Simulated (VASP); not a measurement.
# GaPPt5: structure and properties in VASP, part 4 of 6

Aim: relax GaPPt5, then compute properties on the relaxed cell. The start is a computed cell from the Materials Project.

VASP 6.6.1; PBEsol with D3(BJ); plane waves and PAW (Ga_d, P, Pt).

Still holding for the runs below: Spin-orbit coupling is off here; with elements this heavy it splits and shifts levels by tenths of an eV or more.

So far. Step 5 (Band structure (PBEsol + D3(BJ))): There is no gap at this level. Step 6 (Total and projected DOS (PBEsol + D3(BJ))): The finer mesh and the other smearing move the Fermi level by -0.11 eV from the 6×6×4 run, one measure of the sampling error in the zero of the bands above. Of the states within 0.3 eV of the Fermi level, the largest shares in the PAW spheres are Pt d 73 % and Pt p 8 %. The relaxed cell has a = 3.861, c = 6.792 Å (conventional setting).

## (7) Independent-particle dielectric function (PBEsol + D3(BJ))

LOPTICS sums transitions from filled to empty bands. NBANDS is raised for it.

Input file INCAR:

```
SYSTEM = GaPPt5
PREC = Accurate
ENCUT = 400
EDIFF = 1E-06
NELM = 100
ISMEAR = 0
SIGMA = 0.05
LREAL = .FALSE.
ALGO = Normal
GGA = PS
IVDW = 12
NBANDS = 90
LASPH = .TRUE.
LORBIT = 11
LWAVE = .FALSE.
LCHARG = .FALSE.
KPAR = 4
LOPTICS = .TRUE.
NEDOS = 1500
CSHIFT = 0.1
```

Input file POSCAR:

```
GaPPt5
1.0
    3.8607533356      0.0000000000      0.0000000000
    0.0000000000      3.8607533356      0.0000000000
    0.0000000000      0.0000000000      6.7919045108
Ga P Pt
1 1 5
Direct
    0.5000000000      0.5000000000      0.0000000000
    0.0000000000      0.0000000000      0.5000000000
    0.0000000000      0.5000000000      0.2901925662
    0.0000000000      0.5000000000      0.7098074338
    0.5000000000      0.0000000000      0.2901925662
    0.5000000000      0.0000000000      0.7098074338
    0.0000000000      0.0000000000      0.0000000000
```

Input file KPOINTS:

```
Automatic mesh
0
Gamma
9 9 5
0 0 0
```

PAW data sets: Ga_d, P and Pt (PBE family, release 64).

Started as:

```console
$ mpirun -np 4 vasp_std
```

Log:

```text
[... set-up lines as in an earlier step ...]
 entering main loop
       N       E                     dE             d eps       ncg     rms          rms(c)
DAV:   1     0.472530155983E+03    0.47253E+03   -0.22508E+04 10152   0.815E+02
DAV:   2     0.262853009174E+01   -0.46990E+03   -0.41044E+03  8716   0.261E+02
DAV:   3    -0.481509154758E+02   -0.50779E+02   -0.49094E+02  9518   0.677E+01
DAV:   4    -0.496398271101E+02   -0.14889E+01   -0.14857E+01  9384   0.114E+01
DAV:   5    -0.496713594714E+02   -0.31532E-01   -0.31525E-01 11984   0.150E+00    0.319E+01
DAV:   6    -0.475498758542E+02    0.21215E+01   -0.22865E+00  9232   0.708E+00    0.160E+01
DAV:   7    -0.473984081150E+02    0.15147E+00   -0.63122E-01 11184   0.491E+00    0.643E+00
DAV:   8    -0.472950699407E+02    0.10334E+00   -0.29273E-01  9254   0.338E+00    0.242E+00
DAV:   9    -0.472661176319E+02    0.28952E-01   -0.53109E-02  9472   0.117E+00    0.508E-01
DAV:  10    -0.472653383079E+02    0.77932E-03   -0.31156E-03 12282   0.266E-01    0.215E-01
DAV:  11    -0.472653134682E+02    0.24840E-04   -0.24912E-04  9342   0.635E-02    0.338E-02
DAV:  12    -0.472653089888E+02    0.44794E-05   -0.20944E-05 12970   0.257E-02    0.113E-02
DAV:  13    -0.472653082292E+02    0.75957E-06   -0.12636E-06  8106   0.529E-03
   1 F= -.51862633E+02 E0= -.51862119E+02  d E =-.102819E-02
 optical routines
 imaginary and real dielectric function
 recalculating local potential from charge density
 direction            1
 direction            2
 direction            3
```

The job ended after 42 s (4 MPI ranks of Intel Xeon 6975P-C (Granite Rapids), shared host; peak memory 2.2 GiB; 2.7 min of CPU time).

Parts of OUTCAR (step 7):

```text
   k-points           NKPTS =     45   k-points in BZ     NKDIM =     45   number of bands    NBANDS=     90

   NELECT =      68.0000    total number of electrons

 E-fermi :  11.3816

 k-point     1 :       0.0000    0.0000    0.0000
  band No.  band energies     occupation
    ...
     29       9.8381      2.00000
     30       9.8570      2.00000
     31      10.0187      2.00000
     32      10.1924      2.00000
     33      10.1924      2.00000
     34      11.4660      0.01698
     35      11.5129      0.00020
     36      12.9821      0.00000
     37      13.0856      0.00000
     38      15.6064      0.00000
    ...

 Edisp (eV)   -4.59732

  Total       0.07186     0.07186    -0.27124     0.00000     0.00000     0.00000
  in kB       1.13734     1.13734    -4.29272     0.00000     0.00000     0.00000
  external pressure =       -0.67 kB  Pullay stress =        0.00 kB

 POSITION                                       TOTAL-FORCE (eV/Angst)
 -----------------------------------------------------------------------------------
      1.93038      1.93038      0.00000         0.000000     -0.000000      0.000000
      0.00000      0.00000      3.39595         0.000000     -0.000000      0.000000
      0.00000      1.93038      1.97096        -0.000000     -0.000000     -0.007075
      0.00000      1.93038      4.82094         0.000000     -0.000000      0.007075
      1.93038      0.00000      1.97096        -0.000000      0.000000     -0.007075
      1.93038      0.00000      4.82094         0.000000      0.000000      0.007075
      0.00000      0.00000      0.00000         0.000000     -0.000000      0.000000
 -----------------------------------------------------------------------------------
    total drift:                                0.000000      0.000000      0.000000

  FREE ENERGIE OF THE ION-ELECTRON SYSTEM (eV)
  ---------------------------------------------------
  free  energy   TOTEN  =       -51.8626329712 eV

  energy  without entropy=      -51.8616047819  energy(sigma->0) =      -51.86211888

 plasma frequency squared (from intraband transitions) (eV^2)
  --------------------------------------------------------------------------------------
       1.606       0.000       0.000
       0.000       1.606       0.000
       0.000       0.000      14.003

[... 7 parts as in an earlier step ...]

[... 9 further parts left out ...]
```

These are independent-particle spectra without excitons or local fields, and fine structure depends on the mesh and on CSHIFT. The intraband (Drude) part is not in this spectrum.

Numbers from this step:

```
SCF cycles              : 13
bands                   : 90
free energy (TOTEN)     : -51.8626 eV
energy at zero smearing : -51.8621 eV
Fermi energy            : 11.38 eV
pressure                : -0.06727 GPa
```

The imaginary dielectric function has structure finer than the step of the table below, so its rows give means over 2 eV, whole bins alone (the curve runs from 0 to 25.0 eV). Peaks (eV: height): xx 0.3: 47.7, 1.5: 38.5; zz 0.5: 31.6, 1.5: 46.2, 2.0: 36.3.

Table of imaginary dielectric function by photon energy; means over each step:

| photon energy (eV) | xx | zz |
| --- | --- | --- |
| 2 | 30.2 | 30.2 |
| 4 | 11.1 | 10.6 |
| 6 | 7.68 | 7.18 |
| 8 | 6.41 | 6.90 |
| 10 | 4.60 | 4.75 |
| 12 | 3.55 | 3.53 |
| 14 | 3.13 | 3.06 |
| 16 | 2.14 | 2.26 |
| 18 | 1.91 | 1.86 |
| 20 | 1.66 | 1.66 |
| 22 | 1.29 | 1.20 |

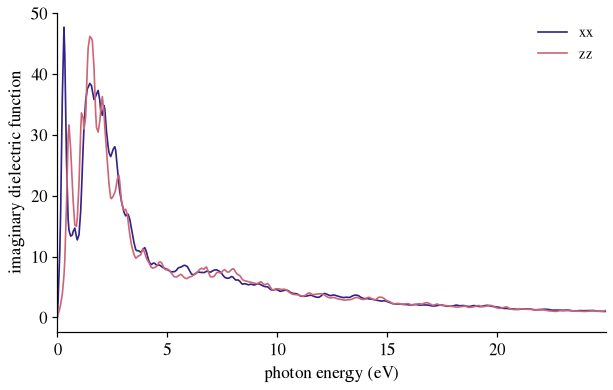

Imaginary dielectric function, plotted against photon energy.

Table of real dielectric function by photon energy:

| photon energy (eV) | xx | zz |
| --- | --- | --- |
| 0 | 70.2 | 49.4 |
| 2 | 9.15 | 8.44 |
| 4 | -1.38 | -1.23 |
| 6 | 0.0319 | 2.02 |
| 8 | -0.744 | -0.130 |
| 10 | -0.774 | -0.855 |
| 12 | 0.0908 | -0.691 |
| 14 | -0.835 | -0.279 |
| 16 | -0.590 | -0.625 |
| 18 | -0.213 | -0.550 |
| 20 | -0.585 | -0.630 |
| 22 | -0.241 | -0.363 |
| 24 | -0.159 | -0.102 |

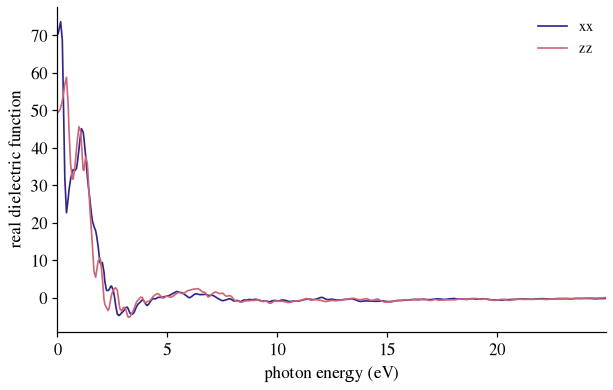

Real dielectric function against photon energy.

(Part 4 of 6 ends here.)

[Lines on the potential files, build, host, timing and source positions are cut from VASP's logs without a mark.]

[Logs are printed without paths, hosts, clocks, repeated set-up lines and the standing remarks that a program may print on its own settings, such as how far it seeks lower states.]

[Hosts, paths, dates, database ids (printed as entryN), source tags and the programs' standing remarks are cut or masked in the printed files.]

[A measured line is paired with the nearest computed mode of its activity, which favours agreement.]

[In band tables of VASP the shares of atoms and orbitals are scaled to a sum of 1 inside the atoms' spheres.]
